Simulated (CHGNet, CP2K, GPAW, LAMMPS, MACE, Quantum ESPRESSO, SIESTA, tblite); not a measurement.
# Glassy 68TiO2-32SiO2 (mol %) (84 atoms) in CP2K

Wanted: CP2K inputs and outputs for glassy 68TiO2-32SiO2 (mol %) (84 atoms), checked against a plane-wave reference.

Main program and level: CP2K 2026.2; the method is named at each step.

**1. The structure**

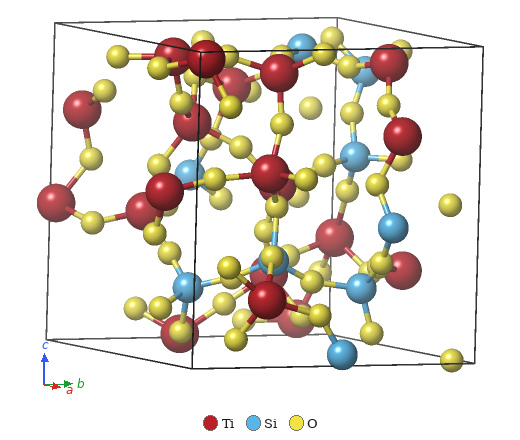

Start, viewed slightly off an axis; titanium red, silicon blue, oxygen yellow. Bonds to atoms that aren't drawn are left out. Some periodic images of atoms are drawn too.

The cell holds 84 atoms: 19 Ti, 9 Si and 56 O. Cell: a = 10.476 Å, b = 10.476 Å, c = 10.476 Å, α = 90.0°, β = 90.0°, γ = 90.0°. 84 atoms (19 Ti, 9 Si, 56 O) placed at random at 3.07 g/cm³, melted at 4000 K for 10 ps at fixed volume with the Morse and Coulomb pair potential with partial charges (Pedone, Malavasi, Menziani, Cormack and Segre, J. Phys. Chem. B 110, 11780 (2006)). Quenched from 4000 K to 300 K at 10 K/ps and fixed volume, held 10 ps at zero pressure.

The yardstick, on the same geometry:

| Property | Result |
| --- | --- |
| method | Kohn-Sham DFT, PBE, SSSP efficiency 1.3.0 pseudopotentials, plane waves (Quantum ESPRESSO 7.5); sssp-pbe-1.3.0-efficiency, cutoffs 60/480 Ry, Γ point |
| r.m.s. force component | 1.133 eV/Å |
| longest force | 4.744 eV/Å |
| pressure | 6.093 GPa |
| gap (highest filled to lowest empty level) | 2.38 eV |
| time | 8.6 min on 2 MPI ranks of Arm Neoverse V1, shared host |
| CPU time | 17 min |

**2. PBE, DZVP-UZH, 800/50 Ry, diagonalisation**

Method: Kohn-Sham DFT, PBE, GTH-PBE pseudopotentials, Gaussian and plane waves, DZVP-MOLOPT (UZH set), diagonalisation.

The input, input.inp:

```
&GLOBAL
  PROJECT cell
  RUN_TYPE ENERGY_FORCE
  PRINT_LEVEL LOW
&END GLOBAL
&FORCE_EVAL
  METHOD QS
  STRESS_TENSOR ANALYTICAL
  &DFT
    BASIS_SET_FILE_NAME BASIS_MOLOPT_UZH
    POTENTIAL_FILE_NAME POTENTIAL_UZH
    &MGRID
      CUTOFF 800
      REL_CUTOFF 50
      NGRIDS 5
    &END MGRID
    &QS
      EPS_DEFAULT 1.0E-12
    &END QS
    &SCF
      SCF_GUESS ATOMIC
      EPS_SCF 5.0E-06
      MAX_SCF 200
      ADDED_MOS 14
      &DIAGONALIZATION
        ALGORITHM STANDARD
      &END DIAGONALIZATION
      &SMEAR ON
        METHOD FERMI_DIRAC
        ELECTRONIC_TEMPERATURE [K] 580
      &END SMEAR
      &MIXING
        METHOD BROYDEN_MIXING
        ALPHA 0.3
        NBROYDEN 12
      &END MIXING
      &PRINT
        &RESTART OFF
        &END RESTART
      &END PRINT
    &END SCF
    &XC
      &XC_FUNCTIONAL PBE
      &END XC_FUNCTIONAL
    &END XC
    &PRINT
      &MULLIKEN ON
      &END MULLIKEN
      &HIRSHFELD ON
        SHAPE_FUNCTION DENSITY
      &END HIRSHFELD
      &MO ON
        EIGENVALUES T
        OCCUPATION_NUMBERS T
        MO_INDEX_RANGE 289 312
        &EACH
          QS_SCF 0
        &END EACH
        ADD_LAST NUMERIC
      &END MO
    &END PRINT
  &END DFT
  &SUBSYS
    &CELL
      A 10.47594 0.00000 0.00000
      B 0.00000 10.47594 0.00000
      C 0.00000 0.00000 10.47594
    &END CELL
    &COORD
      Ti 5.31905 5.66246 5.51485
      Ti 7.37202 8.61594 9.67652
      Ti 2.67199 2.12997 4.45720
      Ti 4.00181 3.12361 7.50685
      Ti 2.00070 5.58682 8.46529
      Ti 7.22746 0.49310 5.55466
      Ti 5.77455 1.43112 9.86666
      Ti 2.57006 9.25895 3.45601
      Ti 2.73076 3.53050 0.38478
      Ti 3.73321 6.24932 2.41659
      Ti 7.50119 4.47930 9.42950
      Ti 10.21855 2.85166 2.19691
      Ti 9.90018 7.87497 7.49847
      Ti 0.69445 0.74369 7.66378
      Ti 8.23744 3.85996 6.18793
      Ti 5.78450 10.14406 2.64413
      Ti 0.75741 8.87029 0.60771
      Ti 8.99464 0.98243 10.09221
      Ti 0.07564 0.18700 4.52529
      Si 5.15919 2.53036 2.15438
      Si 4.89090 6.66416 9.95885
      Si 7.40701 4.50759 3.21077
      Si 4.78310 8.79874 6.33983
      Si 10.24233 7.44242 4.51136
      Si 7.86848 7.54739 2.29151
      Si 10.40711 5.59478 0.36331
      Si 3.28945 9.85430 9.00920
      Si 0.93561 4.68002 5.45252
      O 0.76485 6.90092 8.18213
      O 9.40216 7.24254 5.86590
      O 6.25770 0.66920 4.06875
      O 10.42733 4.70548 1.67720
      O 3.36906 2.25610 6.03058
      O 6.83723 8.71001 2.89262
      O 0.49017 1.23176 6.00837
      O 1.11401 4.93637 9.86247
      O 7.41435 0.06254 9.66468
      O 4.70632 7.00914 1.08740
      O 3.79711 9.04713 5.11634
      O 5.21304 2.06659 8.28574
      O 2.31455 0.71184 8.43376
      O 7.86701 7.97952 0.79523
      O 10.04527 4.26727 6.14906
      O 2.07612 0.52181 4.05105
      O 8.75191 3.75447 3.47969
      O 6.99185 4.78792 4.95041
      O 0.63558 8.84903 4.65834
      O 2.66896 7.50643 2.88424
      O 8.83604 10.26579 5.08617
      O 4.36847 2.72029 0.61410
      O 3.09753 4.95501 1.38680
      O 1.43520 2.53486 1.12114
      O 6.24167 3.58288 2.56619
      O 3.96410 2.42885 3.18531
      O 5.82829 7.93783 9.43034
      O 4.57317 0.00618 9.78023
[... 24 atom lines left out ...]
      O 1.17111 9.47978 2.16642
      O 9.89809 9.92752 0.05385
      O 0.58980 6.02691 4.62356
      O 9.14717 7.61737 3.24513
    &END COORD
    &KIND Ti
      BASIS_SET DZVP-MOLOPT-PBE-GTH-q12
      POTENTIAL GTH-PBE-q12
    &END KIND
    &KIND Si
      BASIS_SET DZVP-MOLOPT-PBE-GTH-q4
      POTENTIAL GTH-PBE-q4
    &END KIND
    &KIND O
      BASIS_SET DZVP-MOLOPT-PBE-GTH-q6
      POTENTIAL GTH-PBE-q6
    &END KIND
  &END SUBSYS
  &PRINT
    &FORCES ON
    &END FORCES
    &STRESS_TENSOR ON
    &END STRESS_TENSOR
  &END PRINT
&END FORCE_EVAL
```

Started as:

```console
OMP_NUM_THREADS=2 cp2k.psmp -i input.inp > output.txt
```

Numbers of over 12 decimals in the logs are rounded to 6 here.

Output:

```text
CP2K| version string:                                       CP2K version 2026.2
 CP2K| Input file name                                                 input.inp
 GLOBAL| Basis set file name                                    BASIS_MOLOPT_UZH
 GLOBAL| Potential file name                                       POTENTIAL_UZH
 GLOBAL| Run type                                                   ENERGY_FORCE
 GLOBAL| Total number of message passing processes                             1
 GLOBAL| Number of threads for this process                                    2
 TOTAL NUMBERS AND MAXIMUM NUMBERS
  Total number of            - Atomic kinds:                                   3
                             - Atoms:                                         84
                             - Shell sets:                                    84
                             - Shells:                                       477
                             - Primitive Cartesian functions:                430
                             - Cartesian basis functions:                   1499
                             - Spherical basis functions:                   1339
  Maximum angular momentum of- Orbital basis functions:                        3
                             - Local part of the GTH pseudopotential:          2
                             - Non-local part of the GTH pseudopotential:      3
 SCF PARAMETERS         Density guess:                                    ATOMIC
                        max_scf:                                             200
                        eps_scf:                                        5.00E-06
                        added MOs                                        14    0
                        Mixing method:                            BROYDEN_MIXING
                                                charge density mixing in g-space
                        Smear method:                                FERMI_DIRAC
                        Electronic temperature [K]:                        580.0
                        Electronic temperature [a.u.]:                  1.84E-03
                        Accuracy threshold:                             1.00E-10
 Extrapolation method: initial_guess
 Number of electrons:                                                        600
 Number of occupied orbitals:                                                300
 Number of molecular orbitals:                                               314
 Number of orbital functions:                                               1339
 Number of independent orbital functions:                                   1339
 SCF WAVEFUNCTION OPTIMIZATION
  Step     Update method      Time    Convergence         Total energy    Change
     1 NoMix/Diag. 0.30E+00    9.6     1.09150071     -2043.0912134989 -2.04E+03
     2 Broy./Diag. 0.30E+00   12.7     0.27826897     -1973.9522781057  6.91E+01
     3 Broy./Diag. 0.30E+00   12.8     0.10073088     -2030.3684219335 -5.64E+01
     4 Broy./Diag. 0.30E+00   12.8     0.05266397     -2039.2829100738 -8.91E+00
[...]
15 Broy./Diag. 0.30E+00   13.5     0.00001086     -2041.0740104184 -4.70E-05
    16 Broy./Diag. 0.30E+00   13.4     0.00000412     -2041.0742425401 -2.32E-04
  *** SCF run converged in    16 steps ***
  Electronic density on regular grids:       -599.9999999999        0.0000000001
  Core density on regular grids:              599.9999999997       -0.0000000003
  Total charge density on r-space grids:       -0.0000000002
  Total charge density g-space grids:          -0.0000000002
  Overlap energy of the core charge distribution:               4.0461e-07
  Self energy of the core charge distribution:              -4444.554829
  Core Hamiltonian energy:                                   1203.986903
  Hartree energy:                                            1548.453781
  Exchange-correlation energy:                               -348.960099
  Electronic entropic energy:                                  -1.912e-11
  Fermi energy:                                                 0.159470
  Total energy:                                             -2041.074243
  Total energy (extrapolated to T->0):                      -2041.074243
 MO| EIGENVALUES AND OCCUPATION NUMBERS
 MO|
 MO|  Index      Eigenvalue [a.u.]        Eigenvalue [eV]             Occupation
 MO|    289               0.085265               2.320176               2.000000
 MO|    290               0.086728               2.359980               2.000000
 MO|    291               0.089536               2.436396               2.000000
[...]
MO|    311               0.225276               6.130077               0.000000
 MO|    312               0.227987               6.203837               0.000000
 MO| Sum:                                                             600.000000
 MO| E(Fermi):            0.159470 a.u.          4.339402 eV
 !-----------------------------------------------------------------------------!
                     Mulliken Population Analysis
 #  Atom  Element  Kind  Atomic population                           Net charge
       1     Ti       1         10.993211                              1.006789
       2     Ti       1         11.037275                              0.962725
       3     Ti       1         11.037907                              0.962093
[...]
83     O        3          6.552603                             -0.552603
      84     O        3          6.561238                             -0.561238
 # Total charge                            600.000000                  0.000000
 !-----------------------------------------------------------------------------!
 !-----------------------------------------------------------------------------!
                           Hirshfeld Charges
  #Atom  Element  Kind  Ref Charge     Population                    Net charge
      1       Ti     1      12.000         11.335                         0.665
      2       Ti     1      12.000         11.369                         0.631
      3       Ti     1      12.000         11.375                         0.625
[...]
83       O      3       6.000          6.271                        -0.271
     84       O      3       6.000          6.266                        -0.266
  Total Charge                                                           -0.000
 !-----------------------------------------------------------------------------!
 ENERGY| Total FORCE_EVAL ( QS ) energy [hartree]          -2041.074228
 FORCES| Atomic forces [hartree/bohr]
 FORCES|   Atom     x               y               z               |f|
 FORCES|      1  2.17467455E-02  1.98423087E-02 -2.90876767E-02   4.13851555E-02
 FORCES|      2  2.43857454E-02  4.17469685E-02  1.44911678E-02   5.04724470E-02
 FORCES|      3  1.54418540E-02  5.55655357E-03 -1.80895982E-02   2.44245718E-02
[...]
FORCES|     83  1.98441354E-02  1.33323910E-02 -3.22583035E-02   4.01514696E-02
 FORCES|     84  4.86133963E-02  2.00818175E-03  1.89473809E-02   5.22139669E-02
 FORCES| Sum    -1.38597789E-05 -1.28351183E-03  1.91895199E-03
 FORCES| Total atomic force                                       2.30867309E-03
 STRESS| Analytical stress tensor [bar]
 STRESS|                        x                   y                   z
 STRESS|      x        5.97000765605E+04   3.33353757668E+03  -2.26384882061E+03
 STRESS|      y        3.33353757668E+03   6.90803470919E+04  -2.13440075930E+03
 STRESS|      z       -2.26384882061E+03  -2.13440075930E+03   8.33585740020E+04
 STRESS| 1/3 Trace                                             7.07129992181E+04
```

It took 4.3 min on 2 threads of Arm Neoverse V1, shared host; peak memory 4.8 GiB.

Banners, paths, timers and routine set-up lines are dropped from the logs unmarked, and long logs keep their key lines alone; longer cuts are marked.

Numbers from this run, and their distance from the reference:

```
r.m.s. force component                           : 1.156 eV/Å
r.m.s. difference of force components            : 83.73 meV/Å
longest difference of force vectors              : 308.6 meV/Å
force difference over r.m.s. force               : 7.388 %
slope of forces against the reference's          : 1.017
correlation of force components                  : 0.9975
gap (highest filled to lowest empty level) : 2.316 eV
gap difference                                   : -0.0635 eV
pressure                                         : 7.071 GPa
pressure difference                              : 0.9786 GPa
```

Length of the force difference by element (eV/Å):

```
element  atoms   mean  most
      O     56   0.15  0.31
     Si      9   0.11  0.25
     Ti     19  0.088  0.17
```

Levels nearest the highest filled one (eV from it): -0.86, -0.82, -0.75, -0.74, -0.70, -0.63, -0.58, -0.57, -0.39, -0.18, -0.10, 0.00, 2.32, 2.38, 2.49, 2.57, 2.66, 2.72, 2.77, 2.84, 2.88, 2.91, 2.95, 3.02.

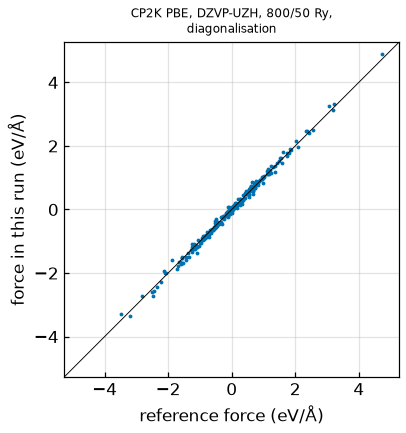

Force components against those of the reference; the line marks equality.

A closer look about Si20, one of the 9 Si atoms: 14 atoms, nearest first, numbered in the order of the input, with positions taken from that point.

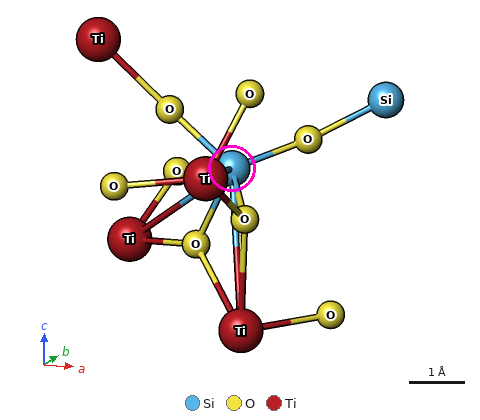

The atoms of the table, within 3.4 Å (arrows a, b, c point along x, y, z); some may hide others; the central atom is ringed.

```
atom      x      y      z  distance (Å)  Hirshfeld charge (e)     Fx     Fy  Fz (eV/Å)
Si20   0.00   0.00   0.00          0.00                  0.54  -0.68  -2.00      -2.72
 O53   1.08   1.05   0.41          1.56                 -0.24   0.58   1.14       0.02
 O54  -1.20  -0.10   1.03          1.58                 -0.29   0.07   0.06       0.40
 O50  -0.79   0.19  -1.54          1.74                 -0.26   2.48  -0.94       1.03
 O76   0.83  -1.44  -0.57          1.75                 -0.27  -0.04   3.26      -1.73
 O31   1.10  -1.86   1.91          2.89                 -0.30  -0.39   0.67       0.10
Ti16   0.63  -2.86   0.49          2.97                  0.61   0.59  -1.33       1.78
 Ti7   0.62  -1.10  -2.76          3.04                  0.58  -0.63  -1.15       0.80
 Ti9  -2.43   1.00  -1.77          3.17                  0.58  -2.29  -0.29      -0.48
Si22   2.25   1.98   1.06          3.17                  0.53   0.09   0.59       1.47
 O71   1.84   0.26  -2.66          3.24                 -0.31   1.38  -0.06       0.10
 O51  -2.06   2.42  -0.77          3.27                 -0.30  -0.93  -0.81       0.02
 O58  -1.05  -3.20   0.27          3.37                 -0.29  -2.58  -0.61       0.46
 Ti3  -2.49  -0.40   2.30          3.41                  0.62   0.79   0.29      -0.93
```

Forces lie 7.4 % from the reference's, at 0.45 times its CPU time.

[end of part 1 of 2]

[Also dropped from logs without a mark: logging warnings of Python, and SIESTA's first energy breakdown and zero terms.]

[Logs are printed without paths, hosts, clocks, repeated set-up lines and the standing remarks that a program may print on its own settings, such as how far it seeks lower states.]

[Hosts, paths, dates, database ids (printed as entryN), source tags and the programs' standing remarks are cut or masked in the printed files.]
